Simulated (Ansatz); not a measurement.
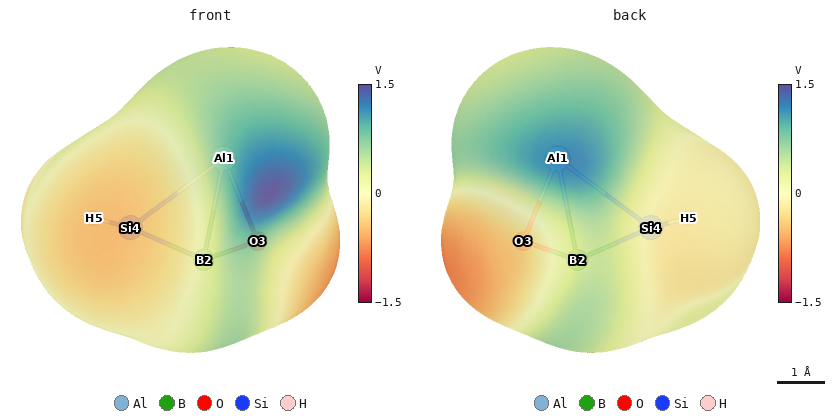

The picture shows: AlBHOSi (SMILES [O]1[B]2[SiH][Al]12) (doublet). The molecular electrostatic potential painted on the density surface at 0.001 e/bohr³, seen from the front and from behind; red is negative and blue positive.

Geometry: r2SCAN-D4/def2-SVP.

Computed with Ansatz 0.2.0, isolated molecule in a Gaussian basis; Kohn-Sham density functional theory, functional PBE0.

```
atom    x (Å)    y (Å)    z (Å)
  Al   0.6552  -0.9819  -1.8184
   B   0.2339  -0.8192   0.3611
   O   0.0639  -1.9531  -0.1866
  Si   1.1067   0.9125  -0.0727
   H  -0.2398   1.5917  -0.3124
```

Q: Describe the electrostatic potential map.

A: The most negative region (about −0.8 V) lies over O3, the most positive (about +1.4 V) over Al1.

Q: What dipole moment does the calculation give?

A: Its dipole moment is 1.11 D.
